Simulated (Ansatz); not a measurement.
# C₃H₁₂BN: a ladder of functionals and wavefunction methods, part 1 of 2

Aim: compute C₃H₁₂BN with functionals from several rungs and with coupled cluster, and see how far each lands from CCSD(T) at the basis-set limit for the atomisation energy.

The runs use Ansatz 0.2.0, Gaussian basis; functionals in def2-TZVPP, the program's frozen cores in correlated methods.

Plan: LDA (SPW92), PBE-D4, revPBE-D4, BLYP-D4, r2SCAN-D4, B97M-V, PBE0-D4, B3LYP-D4, r2SCANh-D4, r2SCAN0-D4, HSE06-D4, BHLYP-D4, CAM-B3LYP-D4, LC-ωPBE, ωB97X-V, ωB97M-V, B2PLYP, PBE-QIDH; CCSD(T)/def2-SVP; CCSD(T)/def2-TZVPP; MP2/def2-QZVPP; extrapolation to the limit; RPA on PBE.

**1. The geometry**

The geometry comes from an earlier relaxation with PBE0-D4 in a triple-zeta def2 set; it is a stationary point, not always the lowest conformer.

SMILES `C[B-](C)(C)[NH3+]`, 17 atoms, charge 0, spin multiplicity 1.

Atoms are counted from 1 here; the program's logs count them from 0.

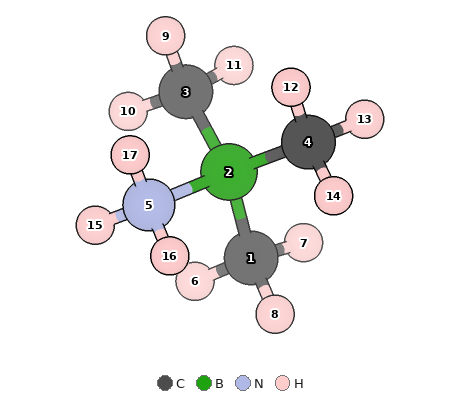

The geometry (carbon dark grey, boron green, nitrogen light blue, hydrogen pink); atoms are numbered from 1 in the order of the file.

**2. LDA**

This LDA is Slater exchange with PW92 correlation.

in.yaml reads:

```yaml
crystal:
  periodic: [false, false, false]
  atoms:
    - {symbol: C, position_ang: [-0.656532, 0.249543, -1.485578]}
    - {symbol: B, position_ang: [0.064301, -0.037220, -0.067941]}
    - {symbol: C, position_ang: [1.424934, 0.805249, 0.156666]}
    - {symbol: C, position_ang: [0.199303, -1.606860, 0.291955]}
    - {symbol: N, position_ang: [-0.997911, 0.566561, 1.074086]}
    - {symbol: H, position_ang: [-0.824765, 1.316898, -1.683751]}
    - {symbol: H, position_ang: [-0.028782, -0.114651, -2.305412]}
    - {symbol: H, position_ang: [-1.624210, -0.258617, -1.595951]}
    - {symbol: H, position_ang: [1.862281, 0.673225, 1.155716]}
    - {symbol: H, position_ang: [1.303709, 1.884962, -0.005641]}
    - {symbol: H, position_ang: [2.190451, 0.476982, -0.554010]}
    - {symbol: H, position_ang: [0.610422, -1.793068, 1.293505]}
    - {symbol: H, position_ang: [0.882645, -2.094905, -0.410679]}
    - {symbol: H, position_ang: [-0.749813, -2.155644, 0.222360]}
    - {symbol: H, position_ang: [-1.149537, 1.560546, 0.931159]}
    - {symbol: H, position_ang: [-1.895242, 0.094946, 1.012412]}
    - {symbol: H, position_ang: [-0.630254, 0.431451, 2.011103]}
basis:
  gaussian: {orbitals: def2-TZVPP}
hamiltonian: {xc: lda}
output: {orbitals: {seedname: orbitals}}
```

Command:

```sh
$ ansatz run in.yaml --threads 4 --pin off --events-out ev --progress --plain --max-ram 11315MiB
```

Log (excerpt; [...] marks lines left out):

```text
Functional definition: SPW92
  name "SPW92"
  cite "Dirac, Proc. Camb. Phil. Soc. 26, 376 (1930) doi:10.1017/S0305004100016108"
  cite "Slater, Phys. Rev. 81, 385 (1951) doi:10.1103/PhysRev.81.385"
  cite "Perdew & Wang, Phys. Rev. B 45, 13244 (1992) doi:10.1103/PhysRevB.45.13244"
[...]
1572 factors; their error is unknown
[...]
mean field -5424.51960928 eV, -199.3474187698 hartree, gradient 2.0e-5 eV, S^2 0.000000; 0 other end points of the search recorded, 0 dependent functions left out
reference -5424.51965368 eV, -199.3474204013 hartree; 21, 21 occupied and 302, 302 virtual orbitals, 1572 factors
Total energy: -5424.51965368 eV, -199.3474204013 hartree
```

It took 3.4 s on 4 threads of AMD EPYC 7R43, shared host; peak memory 0.46 GiB.

Atomisation energy: 7159.4 kJ/mol (free atoms -5350.318 eV, run apart). HOMO -6.16 eV, LUMO -0.87 eV.

**3. PBE-D4 (GGA)**

in.yaml, as its differences from that of step 2:

```diff
@@ -22,3 +22,3 @@
   gaussian: {orbitals: def2-TZVPP}
-hamiltonian: {xc: lda}
-output: {orbitals: {seedname: orbitals}}
+hamiltonian: {xc: pbe, dispersion: d4}
+output: {forces: true, orbitals: {seedname: orbitals}}
```

The command is unchanged.

Log (excerpt; [...] marks lines left out):

```text
Functional definition: PBE
  name "PBE"
  cite "Perdew, Burke & Ernzerhof, Phys. Rev. Lett. 77, 3865 (1996) doi:10.1103/PhysRevLett.77.3865"
  parent pbe
[...]
1572 factors; their error is unknown
[...]
mean field -5468.57350370 eV, -200.9663695287 hartree, gradient 2.5e-5 eV, S^2 0.000000; 0 other end points of the search recorded, 0 dependent functions left out
[...]
Atom 13 at    -0.749813    -2.155644     0.222360 Å, force    -0.179007    -0.114050    -0.012638 eV/Å
Atom 14 at    -1.149537     1.560546     0.931159 Å, force    -0.060281     0.338790    -0.038120 eV/Å
Atom 15 at    -1.895242     0.094946     1.012412 Å, force    -0.310337    -0.152973    -0.010695 eV/Å
Atom 16 at    -0.630254     0.431451     2.011103 Å, force     0.114177    -0.040044     0.324432 eV/Å
Dipole moment:    -0.592901     0.337014     0.637475 e Å
```

Wall time 6.5 s (4 threads of AMD EPYC 7R43, shared host); peak memory 0.46 GiB.

Atomisation energy: 6440.3 kJ/mol (free atoms -5402.155 eV, run apart). HOMO -6.06 eV, LUMO -0.74 eV.

**4. revPBE-D4 (GGA)**

in.yaml, as its differences from that of step 3:

```diff
@@ -22,3 +22,3 @@
   gaussian: {orbitals: def2-TZVPP}
-hamiltonian: {xc: pbe, dispersion: d4}
-output: {forces: true, orbitals: {seedname: orbitals}}
+hamiltonian: {xc: {name: revPBE}, dispersion: d4}
+output: {orbitals: {seedname: orbitals}}
```

Same command.

Log (excerpt; [...] marks lines left out):

```text
Functional definition: revPBE
  name "revPBE"
  cite "Zhang & Yang, Phys. Rev. Lett. 80, 890 (1998) doi:10.1103/PhysRevLett.80.890"
  cite "Perdew, Burke & Ernzerhof, Phys. Rev. Lett. 77, 3865 (1996) doi:10.1103/PhysRevLett.77.3865"
[...]
1572 factors; their error is unknown
[...]
mean field -5474.73941853 eV, -201.1929627193 hartree, gradient 3.3e-5 eV, S^2 0.000000; 0 other end points of the search recorded, 0 dependent functions left out
reference -5474.73947810 eV, -201.1929649085 hartree; 21, 21 occupied and 302, 302 virtual orbitals, 1572 factors
Total energy: -5475.83542644 eV, -201.2332402672 hartree
```

Run time: 4.8 s. Hardware: 4 threads of AMD EPYC 7R43, shared host; peak memory 0.46 GiB.

With the free atoms at this level, -5410.354 eV in sum, the atomisation energy is 6318.0 kJ/mol. HOMO -6.01 eV, LUMO -0.66 eV.

**5. BLYP-D4 (GGA)**

in.yaml, as its differences from that of step 4:

```diff
@@ -22,3 +22,3 @@
   gaussian: {orbitals: def2-TZVPP}
-hamiltonian: {xc: {name: revPBE}, dispersion: d4}
+hamiltonian: {xc: {name: BLYP}, dispersion: d4}
 output: {orbitals: {seedname: orbitals}}
```

Launched as before.

Log (excerpt; [...] marks lines left out):

```text
Functional definition: BLYP
  name "BLYP"
  cite "Becke, Phys. Rev. A 38, 3098 (1988) doi:10.1103/PhysRevA.38.3098"
  cite "Lee, Yang & Parr, Phys. Rev. B 37, 785 (1988) doi:10.1103/PhysRevB.37.785"
[...]
1572 factors; their error is unknown
[...]
mean field -5473.18918676 eV, -201.1359927525 hartree, gradient 4.9e-5 eV, S^2 0.000000; 0 other end points of the search recorded, 0 dependent functions left out
reference -5473.18959740 eV, -201.1360078433 hartree; 21, 21 occupied and 302, 302 virtual orbitals, 1572 factors
Total energy: -5473.91870131 eV, -201.1628019180 hartree
```

Run time: 4.9 s. Hardware: 4 threads of AMD EPYC 7R43, shared host; peak memory 0.46 GiB.

Atomisation energy: 6331.7 kJ/mol (free atoms -5408.295 eV, run apart). HOMO -5.97 eV, LUMO -0.79 eV.

**6. r2SCAN-D4 (meta-GGA)**

in.yaml, as its differences from that of step 5:

```diff
@@ -22,3 +22,3 @@
   gaussian: {orbitals: def2-TZVPP}
-hamiltonian: {xc: {name: BLYP}, dispersion: d4}
-output: {orbitals: {seedname: orbitals}}
+hamiltonian: {xc: r2scan, dispersion: d4}
+output: {forces: true, orbitals: {seedname: orbitals}}
```

Same command.

Log (excerpt; [...] marks lines left out):

```text
Functional definition: r2SCAN
  name "r2SCAN"
  cite "Furness, Kaplan, Ning, Perdew & Sun, J. Phys. Chem. Lett. 11, 8208 (2020) doi:10.1021/acs.jpclett.0c02405"
  cite "Furness, Kaplan, Ning, Perdew & Sun, J. Phys. Chem. Lett. 11, 9248 (2020) doi:10.1021/acs.jpclett.0c03077"
  parent r2scan
[...]
1572 factors; their error is unknown
[...]
Atom 13 at    -0.749813    -2.155644     0.222360 Å, force     0.003952    -0.003700     0.002854 eV/Å
Atom 14 at    -1.149537     1.560546     0.931159 Å, force    -0.016316     0.022297     0.012946 eV/Å
Atom 15 at    -1.895242     0.094946     1.012412 Å, force    -0.026917     0.001165     0.014279 eV/Å
Atom 16 at    -0.630254     0.431451     2.011103 Å, force    -0.008710     0.006077     0.028660 eV/Å
Dipole moment:    -0.602354     0.342387     0.647631 e Å
```

It took 10 s on 4 threads of AMD EPYC 7R43, shared host; peak memory 0.5 GiB.

With the free atoms at this level, -5407.328 eV in sum, the atomisation energy is 6359.0 kJ/mol. HOMO -6.31 eV, LUMO -0.01 eV.

**7. B97M-V (meta-GGA)**

in.yaml, as its differences from that of step 6:

```diff
@@ -22,3 +22,3 @@
   gaussian: {orbitals: def2-TZVPP}
-hamiltonian: {xc: r2scan, dispersion: d4}
-output: {forces: true, orbitals: {seedname: orbitals}}
+hamiltonian: {xc: {name: B97M-V}}
+output: {orbitals: {seedname: orbitals}}
```

The command is unchanged.

Log (excerpt; [...] marks lines left out):

```text
Functional definition: B97M-V
  name "B97M-V"
  cite "Mardirossian & Head-Gordon, J. Chem. Phys. 142, 074111 (2015) doi:10.1063/1.4907719"
  cite "Becke, J. Chem. Phys. 107, 8554 (1997) doi:10.1063/1.475007"
  cite "Vydrov & Van Voorhis, J. Chem. Phys. 133, 244103 (2010) doi:10.1063/1.3521275"
  # Of w^i u^j: cxij and so on, Table III.
[...]
  gx(w, u) = cx00 + cx01*u + cx02*u^2 + (cx10 + cx11*u)*w
[...]
  gos(w, u) = cos00 + cos01*u + cos03*u^3 + cos10*w + cos32*w^3*u^2
[...]
      + integral(e_c_pw_mod_opposite_spin*gos(b97_w_opposite, b97_u_opposite)) + vv10(b, c)
1572 factors; their error is unknown
[...]
mean field -5476.82517379 eV, -201.2696128114 hartree, gradient 2.2e-5 eV, S^2 0.000000; 0 other end points of the search recorded, 0 dependent functions left out
reference -5476.82524040 eV, -201.2696152592 hartree; 21, 21 occupied and 302, 302 virtual orbitals, 1572 factors
Total energy: -5476.82524040 eV, -201.2696152592 hartree
```

It took 16 s on 4 threads of AMD EPYC 7R43, shared host; peak memory 0.57 GiB.

With the free atoms at this level, -5410.874 eV in sum, the atomisation energy is 6363.3 kJ/mol. HOMO -6.42 eV, LUMO -0.58 eV.

**8. PBE0-D4 (hybrid)**

in.yaml, as its differences from that of step 7:

```diff
@@ -22,3 +22,3 @@
   gaussian: {orbitals: def2-TZVPP}
-hamiltonian: {xc: {name: B97M-V}}
+hamiltonian: {xc: pbe0, dispersion: d4}
 output: {orbitals: {seedname: orbitals}}
```

The command is unchanged.

Log (excerpt; [...] marks lines left out):

```text
Functional definition: PBE0
  name "PBE0"
  cite "Adamo & Barone, J. Chem. Phys. 110, 6158 (1999) doi:10.1063/1.478522"
  cite "Perdew, Burke & Ernzerhof, Phys. Rev. Lett. 77, 3865 (1996) doi:10.1103/PhysRevLett.77.3865"
  parent pbe
[...]
1572 factors; their error is unknown
[...]
mean field -5469.71458976 eV, -201.0083036679 hartree, gradient 2.2e-5 eV, S^2 0.000000; 0 other end points of the search recorded, 0 dependent functions left out
reference -5469.71462585 eV, -201.0083049941 hartree; 21, 21 occupied and 302, 302 virtual orbitals, 1572 factors
Total energy: -5469.99231347 eV, -201.0185098262 hartree
```

Wall time 8.5 s (4 threads of AMD EPYC 7R43, shared host); peak memory 0.84 GiB.

With the free atoms at this level, -5403.927 eV in sum, the atomisation energy is 6374.3 kJ/mol. HOMO -7.37 eV, LUMO 0.09 eV.

**9. B3LYP-D4 (hybrid)**

B3LYP here takes the VWN-RPA correlation.

in.yaml, as its differences from that of step 8:

```diff
@@ -22,3 +22,3 @@
   gaussian: {orbitals: def2-TZVPP}
-hamiltonian: {xc: pbe0, dispersion: d4}
-output: {orbitals: {seedname: orbitals}}
+hamiltonian: {xc: {name: B3LYP}, dispersion: d4}
+output: {forces: true, orbitals: {seedname: orbitals}}
```

Same command.

Log (excerpt; [...] marks lines left out):

```text
Functional definition: B3LYP
  name "B3LYP"
  cite "Stephens, Devlin, Chabalowski & Frisch, J. Phys. Chem. 98, 11623 (1994) doi:10.1021/j100096a001"
  cite "Becke, Phys. Rev. A 38, 3098 (1988) doi:10.1103/PhysRevA.38.3098"
  cite "Lee, Yang & Parr, Phys. Rev. B 37, 785 (1988) doi:10.1103/PhysRevB.37.785"
  cite "Vosko, Wilk & Nusair, Can. J. Phys. 58, 1200 (1980) doi:10.1139/p80-159"
[...]
1572 factors; their error is unknown
[...]
Atom 13 at    -0.749813    -2.155644     0.222360 Å, force     0.036322     0.016442     0.010752 eV/Å
Atom 14 at    -1.149537     1.560546     0.931159 Å, force    -0.017234     0.004415     0.020161 eV/Å
Atom 15 at    -1.895242     0.094946     1.012412 Å, force    -0.012714     0.012994     0.019849 eV/Å
Atom 16 at    -0.630254     0.431451     2.011103 Å, force    -0.020189     0.011103     0.013919 eV/Å
Dipole moment:    -0.603635     0.343115     0.649021 e Å
```

It took 12 s on 4 threads of AMD EPYC 7R43, shared host; peak memory 1.1 GiB.

Atomisation energy: 6370.7 kJ/mol (free atoms -5411.588 eV, run apart). HOMO -7.19 eV, LUMO -0.29 eV.

**10. r2SCANh-D4 (hybrid)**

in.yaml, as its differences from that of step 9:

```diff
@@ -22,3 +22,3 @@
   gaussian: {orbitals: def2-TZVPP}
-hamiltonian: {xc: {name: B3LYP}, dispersion: d4}
-output: {forces: true, orbitals: {seedname: orbitals}}
+hamiltonian: {xc: {name: r2SCANh}, dispersion: d4}
+output: {orbitals: {seedname: orbitals}}
```

The command is unchanged.

Log (excerpt; [...] marks lines left out):

```text
Functional definition: r2SCANh
  name "r2SCANh"
  cite "Bursch, Neugebauer, Ehlert & Grimme, J. Chem. Phys. 156, 134105 (2022) doi:10.1063/5.0086040"
  cite "Furness, Kaplan, Ning, Perdew & Sun, J. Phys. Chem. Lett. 11, 8208 (2020) doi:10.1021/acs.jpclett.0c02405"
  cite "Furness, Kaplan, Ning, Perdew & Sun, J. Phys. Chem. Lett. 11, 9248 (2020) doi:10.1021/acs.jpclett.0c03077"
  parent r2scan
[...]
1572 factors; their error is unknown
[...]
mean field -5472.98350932 eV, -201.1284342459 hartree, gradient 1.5e-5 eV, S^2 0.000000; 0 other end points of the search recorded, 0 dependent functions left out
reference -5472.98352149 eV, -201.1284346933 hartree; 21, 21 occupied and 302, 302 virtual orbitals, 1572 factors
Total energy: -5473.07396557 eV, -201.1317584519 hartree
```

Run time: 8.5 s. Hardware: 4 threads of AMD EPYC 7R43, shared host; peak memory 0.88 GiB.

With the free atoms at this level, -5407.383 eV in sum, the atomisation energy is 6338.2 kJ/mol. HOMO -6.80 eV, LUMO 0.22 eV.

**11. r2SCAN0-D4 (hybrid)**

in.yaml, as its differences from that of step 10:

```diff
@@ -22,3 +22,3 @@
   gaussian: {orbitals: def2-TZVPP}
-hamiltonian: {xc: {name: r2SCANh}, dispersion: d4}
+hamiltonian: {xc: {name: r2SCAN0}, dispersion: d4}
 output: {orbitals: {seedname: orbitals}}
```

The command is unchanged.

Log (excerpt; [...] marks lines left out):

```text
Functional definition: r2SCAN0
  name "r2SCAN0"
  cite "Bursch, Neugebauer, Ehlert & Grimme, J. Chem. Phys. 156, 134105 (2022) doi:10.1063/5.0086040"
  cite "Furness, Kaplan, Ning, Perdew & Sun, J. Phys. Chem. Lett. 11, 8208 (2020) doi:10.1021/acs.jpclett.0c02405"
  cite "Furness, Kaplan, Ning, Perdew & Sun, J. Phys. Chem. Lett. 11, 9248 (2020) doi:10.1021/acs.jpclett.0c03077"
  parent r2scan
[...]
1572 factors; their error is unknown
[...]
mean field -5472.76126095 eV, -201.1202667691 hartree, gradient 1.9e-5 eV, S^2 0.000000; 0 other end points of the search recorded, 0 dependent functions left out
reference -5472.76127149 eV, -201.1202671564 hartree; 21, 21 occupied and 302, 302 virtual orbitals, 1572 factors
Total energy: -5472.86020995 eV, -201.1239030777 hartree
```

It took 10 s on 4 threads of AMD EPYC 7R43, shared host; peak memory 0.88 GiB.

With the free atoms at this level, -5407.474 eV in sum, the atomisation energy is 6308.8 kJ/mol. HOMO -7.54 eV, LUMO 0.56 eV.

**12. HSE06-D4 (hybrid)**

HSE06 is the plane-wave form, built on full-range PBE exchange.

in.yaml, as its differences from that of step 11:

```diff
@@ -22,3 +22,3 @@
   gaussian: {orbitals: def2-TZVPP}
-hamiltonian: {xc: {name: r2SCAN0}, dispersion: d4}
+hamiltonian: {xc: hse06, dispersion: d4}
 output: {orbitals: {seedname: orbitals}}
```

Same command.

Log (excerpt; [...] marks lines left out):

```text
Functional definition: HSE06
  name "HSE06"
  cite "Heyd, Scuseria & Ernzerhof, J. Chem. Phys. 118, 8207 (2003) doi:10.1063/1.1564060"
  cite "Krukau, Vydrov, Izmaylov & Scuseria, J. Chem. Phys. 125, 224106 (2006) doi:10.1063/1.2404663"
  cite "Heyd & Scuseria, J. Chem. Phys. 120, 7274 (2004) doi:10.1063/1.1668634"
  cite "Ernzerhof & Perdew, J. Chem. Phys. 109, 3313 (1998) doi:10.1063/1.476928"
[...]
1572 factors; their error is unknown
128 factors; integrals over basis functions are off by at most 3.4e-7 eV
[...]
mean field -5469.35536063 eV, -200.9951022408 hartree, gradient 4.2e-5 eV, S^2 0.000000; 0 other end points of the search recorded, 0 dependent functions left out
reference -5469.35540871 eV, -200.9951040077 hartree; 21, 21 occupied and 302, 302 virtual orbitals, 1572 factors
Total energy: -5469.61128307 eV, -201.0045072171 hartree
```

It took 8 s on 4 threads of AMD EPYC 7R43, shared host; peak memory 0.91 GiB.

Atomisation energy: 6377.8 kJ/mol (free atoms -5403.510 eV, run apart). HOMO -6.97 eV, LUMO -0.28 eV.

**13. BHLYP-D4 (hybrid)**

in.yaml, as its differences from that of step 12:

```diff
@@ -22,3 +22,3 @@
   gaussian: {orbitals: def2-TZVPP}
-hamiltonian: {xc: hse06, dispersion: d4}
+hamiltonian: {xc: {name: BHLYP}, dispersion: d4}
 output: {orbitals: {seedname: orbitals}}
```

The command is unchanged.

Log (excerpt; [...] marks lines left out):

```text
Functional definition: BHLYP
  name "BHLYP"
  cite "Becke, J. Chem. Phys. 98, 1372 (1993) doi:10.1063/1.464304"
  cite "Becke, Phys. Rev. A 38, 3098 (1988) doi:10.1103/PhysRevA.38.3098"
  cite "Lee, Yang & Parr, Phys. Rev. B 37, 785 (1988) doi:10.1103/PhysRevB.37.785"
[...]
1749 factors; their error is unknown
[...]
mean field -5473.10809057 eV, -201.1330125227 hartree, gradient 2.4e-5 eV, S^2 0.000000; 0 other end points of the search recorded, 0 dependent functions left out
reference -5473.10830126 eV, -201.1330202652 hartree; 21, 21 occupied and 302, 302 virtual orbitals, 1749 factors
Total energy: -5473.46730273 eV, -201.1462133259 hartree
```

Run time: 7.5 s. Hardware: 4 threads of AMD EPYC 7R43, shared host; peak memory 0.88 GiB.

Atomisation energy: 6237.7 kJ/mol (free atoms -5408.818 eV, run apart). HOMO -8.66 eV, LUMO 0.66 eV.

**14. CAM-B3LYP-D4 (range-separated)**

in.yaml, as its differences from that of step 13:

```diff
@@ -22,3 +22,3 @@
   gaussian: {orbitals: def2-TZVPP}
-hamiltonian: {xc: {name: BHLYP}, dispersion: d4}
+hamiltonian: {xc: {name: CAM-B3LYP}, dispersion: d4}
 output: {orbitals: {seedname: orbitals}}
```

The command is unchanged.

Log (excerpt; [...] marks lines left out):

```text
Functional definition: CAM-B3LYP
  name "CAM-B3LYP"
  cite "Yanai, Tew & Handy, Chem. Phys. Lett. 393, 51 (2004) doi:10.1016/j.cplett.2004.06.011"
  cite "Iikura, Tsuneda, Yanai & Hirao, J. Chem. Phys. 115, 3540 (2001) doi:10.1063/1.1383587"
  cite "Becke, Phys. Rev. A 38, 3098 (1988) doi:10.1103/PhysRevA.38.3098"
  cite "Lee, Yang & Parr, Phys. Rev. B 37, 785 (1988) doi:10.1103/PhysRevB.37.785"
[...]
  # Exact exchange under (alpha + beta erf(omega r))/r, Becke's under what is left of 1/r.
[...]
1572 factors; their error is unknown
459 factors; integrals over basis functions are off by at most 8.4e-6 eV
[...]
mean field -5473.42252554 eV, -201.1445677944 hartree, gradient 2.6e-5 eV, S^2 0.000000; 0 other end points of the search recorded, 0 dependent functions left out
reference -5473.42267640 eV, -201.1445733385 hartree; 21, 21 occupied and 302, 302 virtual orbitals, 1572 factors
Total energy: -5473.69919952 eV, -201.1547353758 hartree
```

It took 8.5 s on 4 threads of AMD EPYC 7R43, shared host; peak memory 1 GiB.

With the free atoms at this level, -5407.449 eV in sum, the atomisation energy is 6392.2 kJ/mol. HOMO -8.80 eV, LUMO 0.82 eV.

**15. LC-ωPBE (range-separated)**

in.yaml, as its differences from that of step 14:

```diff
@@ -22,3 +22,3 @@
   gaussian: {orbitals: def2-TZVPP}
-hamiltonian: {xc: {name: CAM-B3LYP}, dispersion: d4}
+hamiltonian: {xc: {name: LC-wPBE}}
 output: {orbitals: {seedname: orbitals}}
```

The command is unchanged.

Log (excerpt; [...] marks lines left out):

```text
Functional definition: LC-wPBE
  name "LC-wPBE"
  cite "Vydrov & Scuseria, J. Chem. Phys. 125, 234109 (2006) doi:10.1063/1.2409292"
  cite "Heyd & Scuseria, J. Chem. Phys. 120, 7274 (2004) doi:10.1063/1.1668634"
  cite "Ernzerhof & Perdew, J. Chem. Phys. 109, 3313 (1998) doi:10.1063/1.476928"
  cite "Perdew, Burke & Ernzerhof, Phys. Rev. Lett. 77, 3865 (1996) doi:10.1103/PhysRevLett.77.3865"
  parent pbe
[...]
1572 factors; their error is unknown
555 factors; integrals over basis functions are off by at most 1.6e-5 eV
[...]
mean field -5473.43183009 eV, -201.1449097305 hartree, gradient 2.5e-5 eV, S^2 0.000000; 0 other end points of the search recorded, 0 dependent functions left out
reference -5473.43183010 eV, -201.1449097308 hartree; 21, 21 occupied and 302, 302 virtual orbitals, 1572 factors
Total energy: -5473.43183010 eV, -201.1449097308 hartree
```

Wall time 6.5 s (4 threads of AMD EPYC 7R43, shared host); peak memory 0.7 GiB.

Atomisation energy: 6330.7 kJ/mol (free atoms -5407.819 eV, run apart). HOMO -10.11 eV, LUMO 2.16 eV.

**16. ωB97X-V (range-separated)**

in.yaml, as its differences from that of step 15:

```diff
@@ -22,3 +22,3 @@
   gaussian: {orbitals: def2-TZVPP}
-hamiltonian: {xc: {name: LC-wPBE}}
+hamiltonian: {xc: {name: wB97X-V}}
 output: {orbitals: {seedname: orbitals}}
```

The command is unchanged.

Log (excerpt; [...] marks lines left out):

```text
Functional definition: wB97X-V
  name "wB97X-V"
  cite "Mardirossian & Head-Gordon, Phys. Chem. Chem. Phys. 16, 9904 (2014) doi:10.1039/C3CP54374A"
  cite "Becke, J. Chem. Phys. 107, 8554 (1997) doi:10.1063/1.475007"
  cite "Vydrov & Van Voorhis, J. Chem. Phys. 133, 244103 (2010) doi:10.1063/1.3521275"
[...]
      + integral(e_c_pw_opposite_spin*poly(b97_u_opposite, cos0, cos1)) + vv10(b, c)
1572 factors; their error is unknown
445 factors; integrals over basis functions are off by at most 8.3e-6 eV
[...]
mean field -5475.09228301 eV, -201.2059302496 hartree, gradient 3.0e-5 eV, S^2 0.000000; 0 other end points of the search recorded, 0 dependent functions left out
reference -5475.09228079 eV, -201.2059301681 hartree; 21, 21 occupied and 302, 302 virtual orbitals, 1572 factors
Total energy: -5475.09228079 eV, -201.2059301681 hartree
```

Run time: 16 s. Hardware: 4 threads of AMD EPYC 7R43, shared host; peak memory 1.1 GiB.

Atomisation energy: 6354.2 kJ/mol (free atoms -5409.236 eV, run apart). HOMO -9.79 eV, LUMO 1.92 eV.

(Continued in part 2 of 2.)
